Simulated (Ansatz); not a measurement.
# Nudged elastic band, with input and output: AlPH₄Cl₂

System: AlPH₄Cl₂.
Method: RKS PBE-D4/def2-SVP (Ansatz 0.2.0).

It belongs to a series of runs on one base structure; here: band between the two ends. Figures and captions count atoms from 1; the log counts them from 0 in places.

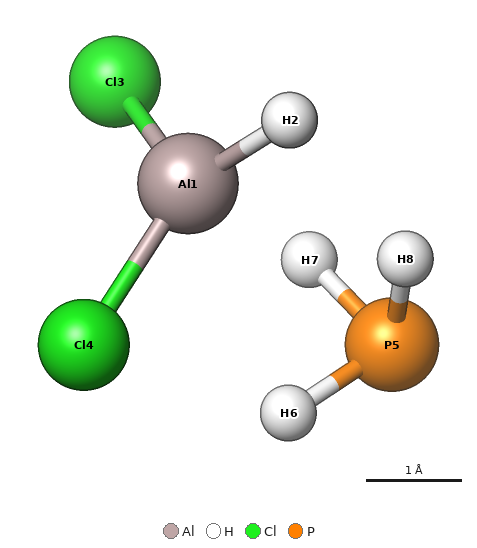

Figure 1. The structure as given in the input (ball-and-stick view, seen at a tilt; atoms are numbered from 1 in the order of the input). Sticks mark near contacts.

### The input
```yaml
crystal:
  periodic: [false, false, false]
  atoms:
    - { symbol: Al, position_ang: [0.051619, 0.038108, 0.101106] }
    - { symbol: H, position_ang: [-0.087554, 0.696272, 1.532503] }
    - { symbol: Cl, position_ang: [1.935558, -0.025888, -0.871399] }
    - { symbol: Cl, position_ang: [-1.665015, -0.27017, -1.105977] }
    - { symbol: P, position_ang: [0.190236, -3.017274, 1.173133] }
    - { symbol: H, position_ang: [-0.805674, -2.69931, 0.183162] }
    - { symbol: H, position_ang: [1.28022, -2.554644, 0.353955] }
    - { symbol: H, position_ang: [0.048309, -1.744996, 1.849516] }
basis:
  gaussian: { orbitals: def2-SVP }
hamiltonian:
  xc: pbe
  dispersion: d4
neb:
  order_check: false
  images: 5
  f_tol: 0.05
  max_iterations: 60
  final_atoms:
    - { symbol: Al, position_ang: [0.05612336, -0.82507566, -0.10132397] }
    - { symbol: H, position_ang: [0.30319187, 0.440844, 1.84873241] }
    - { symbol: Cl, position_ang: [1.79785924, 0.29333513, -0.56938008] }
    - { symbol: Cl, position_ang: [-1.81301074, -0.07058589, -0.75206662] }
    - { symbol: P, position_ang: [0.17409771, -2.94212776, 0.85374544] }
    - { symbol: H, position_ang: [-0.58218565, -3.49324086, -0.24356578] }
    - { symbol: H, position_ang: [1.44286199, -3.20281132, 0.22124053] }
    - { symbol: H, position_ang: [-0.43123877, 0.22176035, 1.95861707] }
  initial_path:
    images:
      - { positions_ang: [[0.051619, 0.038108, 0.101106], [-0.087554, 0.696272, 1.532503], [1.935558, -0.025888, -0.871399], [-1.665015, -0.27017, -1.105977], [0.190236, -3.017274, 1.173133], [-0.805674, -2.69931, 0.183162], [1.28022, -2.554644, 0.353955], [0.048309, -1.744996, 1.849516]] }
      - { positions_ang: [[0.04037899, 0.02495944, 0.06448344], [-0.05808584, 0.46790858, 1.65537574], [1.94331757, -0.02779083, -0.94970134], [-1.74438799, -0.17534528, -1.1176782], [0.15656233, -2.82586976, 1.05589884], [-0.76414388, -2.88671781, 0.10663017], [1.33128662, -2.6699894, 0.51371301], [0.04277119, -1.48505695, 1.88727735]] }
      - { positions_ang: [[0.02913899, 0.01181087, 0.02786088], [-0.02861767, 0.23954516, 1.77824847], [1.95107714, -0.02969366, -1.02800367], [-1.82376099, -0.08052055, -1.1293794], [0.12288867, -2.63446552, 0.93866467], [-0.72261375, -3.07412562, 0.03009833], [1.38235324, -2.78533479, 0.67347102], [0.03723337, -1.22511789, 1.92503869]] }
      - { positions_ang: [[0.01789898, -0.00133769, -0.00876167], [0.00085049, 0.01118175, 1.90112121], [1.95883671, -0.03159649, -1.10630601], [-1.90313398, 0.01430417, -1.1410806], [0.089215, -2.44306127, 0.82143051], [-0.68108363, -3.26153343, -0.0464335], [1.43341985, -2.90068019, 0.83322903], [0.03169556, -0.96517884, 1.96280004]] }
      - { positions_ang: [[0.03064044, -0.27591701, -0.03961577], [0.10163095, 0.1544025, 1.88365827], [1.90517755, 0.07671405, -0.9273307], [-1.8730929, -0.01399252, -1.01140927], [0.11750924, -2.60941677, 0.83220215], [-0.64811763, -3.33876924, -0.11214426], [1.43656723, -3.00139057, 0.62923286], [-0.12261588, -0.56953244, 1.96140572]] }
      - { positions_ang: [[0.0433819, -0.55049633, -0.07046987], [0.20241141, 0.29762325, 1.86619534], [1.8515184, 0.18502459, -0.74835539], [-1.84305182, -0.0422892, -0.88173794], [0.14580347, -2.77577226, 0.8429738], [-0.61515164, -3.41600505, -0.17785502], [1.43971461, -3.10210094, 0.4252367], [-0.27692733, -0.17388604, 1.96001139]] }
      - { positions_ang: [[0.05612336, -0.82507566, -0.10132397], [0.30319187, 0.440844, 1.84873241], [1.79785924, 0.29333513, -0.56938008], [-1.81301074, -0.07058589, -0.75206662], [0.17409771, -2.94212776, 0.85374544], [-0.58218565, -3.49324086, -0.24356578], [1.44286199, -3.20281132, 0.22124053], [-0.43123877, 0.22176035, 1.95861707]] }
```

Command:
```bash
ansatz run input.yaml --threads 2 --pin off --max-ram 3072MiB --backend cpu --events-out ev --progress --plain --runs-dir out
```

### Output
```
Engine: ansatz 0.2.0, aarch64-unknown-linux-gnu
Functional definition: PBE
  parameter kappa = 0.804
  parameter beta = 0.06672455060314922
  exchange = pbe_x(kappa = kappa, mu = beta*pi^2/3)
  correlation = pbe_c(beta = beta)
1022 factors; their error is unknown
mean field evaluation 1: about -40966.7603 eV, gradient 1.9e1 eV
mean field evaluation 2: about -40967.0036 eV, gradient 1.9e1 eV
mean field evaluation 4: about -40967.9552 eV, gradient 7.5e-1 eV
mean field evaluation 8: about -40967.9120 eV, gradient 6.3e-2 eV
mean field -40967.91199598 eV, -1505.5429968042 hartree, gradient 3.5e-5 eV, S^2 0.000000; 0 other end points of the search recorded, 0 dependent functions left out
the calculation of the forces begins
reference -40967.91203159 eV, -1505.5429981129 hartree; 33, 33 occupied and 59, 59 virtual orbitals, 1022 factors
1022 factors; their error is unknown
mean field evaluation 16: about -40966.8068 eV, gradient 2.1e1 eV
mean field -40968.12372870 eV, -1505.5507778382 hartree, gradient 1.7e-5 eV, S^2 0.000000; 0 other end points of the search recorded, 0 dependent functions left out
[... from here on the field's lines of each further geometry are left out, up to the last ...]
NEB iter   1: max|band force component| = 5.002e0 eV/Å  barrier→ = 2.1847 eV  barrier← = 2.3992 eV  Δτ_max = 0.2000 Å  (169 SCF iters)
NEB iter   2: max|band force component| = 2.027e0 eV/Å  barrier→ = 1.1514 eV  barrier← = 1.3659 eV  Δτ_max = 0.1948 Å  (152 SCF iters)
NEB iter   3: max|band force component| = 9.149e-1 eV/Å  barrier→ = 0.9102 eV  barrier← = 1.1247 eV  Δτ_max = 0.1103 Å  (139 SCF iters)
NEB iter   4: max|band force component| = 6.902e-1 eV/Å  barrier→ = 0.8340 eV  barrier← = 1.0485 eV  Δτ_max = 0.1935 Å  (133 SCF iters)
NEB iter   5: max|band force component| = 9.946e-1 eV/Å  barrier→ = 0.7514 eV  barrier← = 0.9658 eV  Δτ_max = 0.0673 Å  (137 SCF iters)
NEB iter   6: max|band force component| = 1.114e0 eV/Å  barrier→ = 0.7213 eV  barrier← = 0.9358 eV  CI = image 2  Δτ_max = 0.0966 Å  (131 SCF iters)
NEB iter   7: max|band force component| = 9.277e-1 eV/Å  barrier→ = 0.8162 eV  barrier← = 1.0307 eV  CI = image 2  Δτ_max = 0.1990 Å  (130 SCF iters)
NEB iter   8: max|band force component| = 9.637e-1 eV/Å  barrier→ = 0.9493 eV  barrier← = 1.1637 eV  CI = image 2  Δτ_max = 0.0610 Å  (135 SCF iters)
NEB iter   9: max|band force component| = 2.802e-1 eV/Å  barrier→ = 0.9022 eV  barrier← = 1.1167 eV  CI = image 2  Δτ_max = 0.0699 Å  (125 SCF iters)
NEB iter  10: max|band force component| = 1.186e-1 eV/Å  barrier→ = 0.9041 eV  barrier← = 1.1186 eV  CI = image 2  Δτ_max = 0.0345 Å  (132 SCF iters)
the calculation of the forces begins
reference -40968.10875831 eV, -1505.5502276863 hartree; 33, 33 occupied and 59, 59 virtual orbitals, 1022 factors
1022 factors; their error is unknown
mean field evaluation 544: about -40966.9970 eV, gradient 1.7e-3 eV
mean field -40966.99703890 eV, -1505.5093727517 hartree, gradient 1.5e-5 eV, S^2 0.000000; 1 other end points of the search recorded, 0 dependent functions left out
the calculation of the forces begins
reference -40966.99707327 eV, -1505.5093740146 hartree; 33, 33 occupied and 59, 59 virtual orbitals, 1022 factors
NEB iter  11: max|band force component| = 2.526e-2 eV/Å  barrier→ = 0.9014 eV  barrier← = 1.1159 eV  CI = image 2  Δτ_max = 0.0000 Å  (257 SCF iters)
```

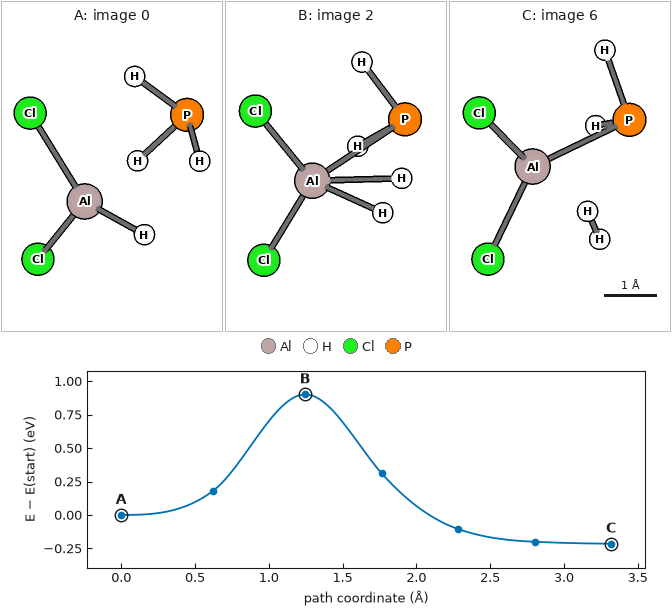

Figure 2. Images of the last band (counted from 0; ball-and-stick, seen at a tilt) above the energy along the path; the line is a cubic interpolation that uses the forces. The highest image is number 2, 0.901 eV above the start and 1.116 eV above the end (the climbing image); the end lies 0.214 eV below the start. The path is 3.32 Å long. The band converged in 11 iterations.

```
Total energy: -40967.23169758 eV, -1505.5179962991 hartree
Atom 0 at     0.078453    -0.421154     0.030673 Å, force     0.006882    -0.009913     0.008837 eV/Å
Atom 1 at    -0.050566     0.169393     1.640066 Å, force    -0.013664     0.010846    -0.004363 eV/Å
Atom 2 at     1.943631     0.096238    -0.813957 Å, force    -0.010431    -0.001383     0.008586 eV/Å
Atom 3 at    -1.741108    -0.144444    -1.005030 Å, force     0.009792     0.000793     0.003099 eV/Å
Atom 4 at     0.145014    -2.690542     1.194958 Å, force    -0.006726    -0.012763     0.007010 eV/Å
Atom 5 at    -0.768938    -2.889075     0.100462 Å, force    -0.004771    -0.000554     0.001881 eV/Å
Atom 6 at     1.340732    -2.744207     0.396920 Å, force     0.000457     0.009098    -0.009537 eV/Å
Atom 7 at     0.000481    -0.954111     1.671906 Å, force     0.018462     0.003876    -0.015513 eV/Å
Dipole moment:     0.019860    -0.241766     0.235214 e Å
this run last wrote the band of iteration 11 to [file]
```

### The last band as extended XYZ (Å, eV, eV/Å)
```
8
Properties=species:S:1:pos:R:3:forces:R:3 image=0 energy=-40968.13306
Al    0.0516    0.0381    0.1011   -0.0008  -0.0015   0.0012
H    -0.0876    0.6963    1.5325    0.0017   0.0016  -0.0025
Cl    1.9356   -0.0259   -0.8714   -0.0037   0.0015   0.0013
Cl   -1.6650   -0.2702   -1.1060    0.0028   0.0013  -0.0015
P     0.1902   -3.0173    1.1731    0.0062  -0.0011   0.0087
H    -0.8057   -2.6993    0.1832   -0.0024   0.0036  -0.0026
H     1.2802   -2.5546    0.3540   -0.0006  -0.0013  -0.0045
H     0.0483   -1.7450    1.8495   -0.0032  -0.0040  -0.0001
8
Properties=species:S:1:pos:R:3:forces:R:3 image=1 energy=-40967.95138
Al    0.0567   -0.1294    0.1006   -0.0350   0.4278   0.1041
H    -0.0552    0.3953    1.5986   -0.0153   0.3404  -0.0705
Cl    1.9375    0.0320   -0.8596   -0.0031  -0.0972  -0.0748
Cl   -1.7223   -0.1992   -1.0478    0.0282  -0.0899  -0.0774
P     0.1511   -2.8259    1.2469    0.0141  -0.1990   0.0763
H    -0.7667   -2.7892    0.1361    0.0081   0.1407   0.0693
H     1.3186   -2.6686    0.4184   -0.0362   0.1185   0.0437
H     0.0281   -1.3928    1.6228    0.0392  -0.6414  -0.0707
8
Properties=species:S:1:pos:R:3:forces:R:3 image=2 energy=-40967.23166
Al    0.0785   -0.4212    0.0307    0.0069  -0.0099   0.0088
H    -0.0506    0.1694    1.6401   -0.0137   0.0108  -0.0044
Cl    1.9436    0.0962   -0.8140   -0.0104  -0.0014   0.0086
Cl   -1.7411   -0.1444   -1.0050    0.0098   0.0008   0.0031
P     0.1450   -2.6905    1.1950   -0.0067  -0.0128   0.0070
H    -0.7689   -2.8891    0.1005   -0.0048  -0.0006   0.0019
H     1.3407   -2.7442    0.3969    0.0005   0.0091  -0.0095
H     0.0005   -0.9541    1.6719    0.0185   0.0039  -0.0155
8
Properties=species:S:1:pos:R:3:forces:R:3 image=3 energy=-40967.82176
Al    0.0945   -0.6343   -0.0487    0.0353  -0.5249  -0.2290
H    -0.0631    0.2187    1.7365   -0.0242   0.1118   0.2416
Cl    1.9170    0.1553   -0.7783   -0.0548   0.1324   0.0823
Cl   -1.7315   -0.0930   -0.9708    0.0314   0.1384   0.0826
P     0.1479   -2.6972    1.0978    0.0168  -0.0255  -0.2449
H    -0.7514   -3.0486    0.0358    0.0326  -0.3928  -0.1391
H     1.3619   -2.8724    0.3494    0.0299  -0.3328  -0.1167
H    -0.0277   -0.6063    1.7943   -0.0670   0.8934   0.3232
8
Properties=species:S:1:pos:R:3:forces:R:3 image=4 energy=-40968.23817
Al    0.0984   -0.7281   -0.1148   -0.0057  -0.0835  -0.0676
H    -0.0781    0.4000    1.8004   -0.0082   0.1620   0.0418
Cl    1.8805    0.2412   -0.7217   -0.0176   0.0526   0.0362
Cl   -1.7300   -0.0234   -0.9171    0.0091   0.0553   0.0310
P     0.1593   -2.7714    0.9860    0.0074  -0.0551  -0.0781
H    -0.7058   -3.2709   -0.0497    0.0277  -0.1784  -0.0460
H     1.3789   -3.0600    0.2782    0.0084  -0.1604  -0.0436
H    -0.0554   -0.3653    1.9547   -0.0212   0.2075   0.1263
8
Properties=species:S:1:pos:R:3:forces:R:3 image=5 energy=-40968.33319
Al    0.0753   -0.7879   -0.1310    0.0042  -0.0075  -0.0084
H     0.1144    0.5440    1.7945    0.0228   0.0191  -0.0023
Cl    1.8232    0.3155   -0.6067   -0.0132   0.0004   0.0168
Cl   -1.7604   -0.0443   -0.8786   -0.0028   0.0002   0.0046
P     0.1632   -2.8744    0.8938    0.0034  -0.0087  -0.0103
H    -0.6593   -3.4383   -0.1466    0.0041  -0.0172  -0.0091
H     1.3982   -3.1877    0.2202    0.0004  -0.0170  -0.0061
H    -0.2069   -0.1049    2.0703   -0.0189   0.0307   0.0148
8
Properties=species:S:1:pos:R:3:forces:R:3 image=6 energy=-40968.34754
Al    0.0561   -0.8251   -0.1013   -0.0001  -0.0036  -0.0017
H     0.3032    0.4408    1.8487    0.0081   0.0032  -0.0017
Cl    1.7979    0.2933   -0.5694    0.0013   0.0008   0.0009
Cl   -1.8130   -0.0706   -0.7521    0.0009   0.0005   0.0003
P     0.1741   -2.9421    0.8537    0.0001  -0.0018   0.0063
H    -0.5822   -3.4932   -0.2436   -0.0019   0.0020  -0.0006
H     1.4429   -3.2028    0.2212    0.0019   0.0008  -0.0049
H    -0.4312    0.2218    1.9586   -0.0103  -0.0017   0.0013
```

### Summary

```tsv
quantity	value
outcome	converged
barrier, forward	0.901 eV
barrier, backward	1.116 eV
hardware	2 threads of Arm Neoverse V2, 24 GiB of memory available, shared host
wall time	78 s (CPU time 2.5 min)
peak memory	0.14 GiB
```

### Notes

The order of the saddle point was not checked.
